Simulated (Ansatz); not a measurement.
# A computed series for hypothetical bcc (W type) B: pressure series

Base system: B in the bcc (W type) structure (space group Im-3m, No. 229; a hypothetical phase, not in the database extracts checked).

```xyz
1
Lattice="-1.1533 1.1533 1.1533 1.1533 -1.1533 1.1533 1.1533 1.1533 -1.1533" Properties=species:S:1:pos:R:3 pbc="T T T"
B      0.0000     0.0000     0.0000
```

Cell and atoms are relaxed at each pressure.

All numbers come from PBE/PAW in Ansatz (a first-principles code), scalar-relativistic without spin-orbit coupling.

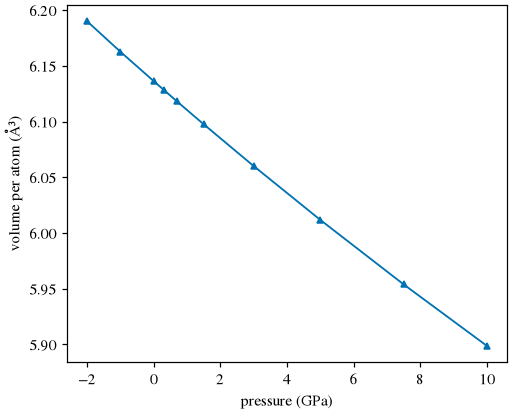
Fig. 1. Volume per atom against pressure

```tsv
pressure (GPa)	volume per atom
-2	6.19 Å³
-1	6.16 Å³
0.3	6.13 Å³
0.7	6.12 Å³
1.5	6.10 Å³
3	6.06 Å³
5	6.01 Å³
7.5	5.95 Å³
10	5.90 Å³
```

Load acts through the strain it causes; cell and atoms are relaxed under it. Stability against distortions was not tested. Competing high-pressure phases were not computed.
